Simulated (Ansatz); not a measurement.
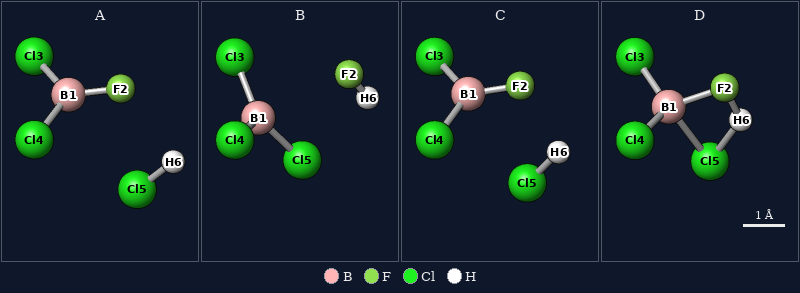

4 geometries from a converged minimum-energy path of BHCl₃F, made up at the start of BCl$_{2}$F and HCl, shuffled. A ball-and-stick model, seen from a free direction.

These are results of RHF/def2-SVP in Ansatz 0.2.0, not measurements. Set-up: 7 movable images; climbing image; force threshold 0.05 eV/Å; iteration limit 60; starting path through a guess of the saddle point.

Which frame is the top of the path?

Answer. D. In order along the path, whose images run from 0 to 8: A (image 0, 0.00 eV), C (image 1, +0.03 eV), D (image 4, +2.16 eV), B (image 7, +0.81 eV). Breaking: B1–F2 (1.30 → 1.52 at the top → 2.94 Å), Cl5–H6 (1.27 → 1.56 at the top → 3.02 Å). Forming: B1–Cl5 (3.56 → 2.07 at the top → 1.76 Å), F2–H6 (2.75 → 1.14 at the top → 0.90 Å).

Limits of the set-up: the start holds two separate molecules, 2.7 Å apart at their closest, whose relative position is a soft coordinate and is computed without a dispersion correction; Hartree-Fock leaves out electron correlation.
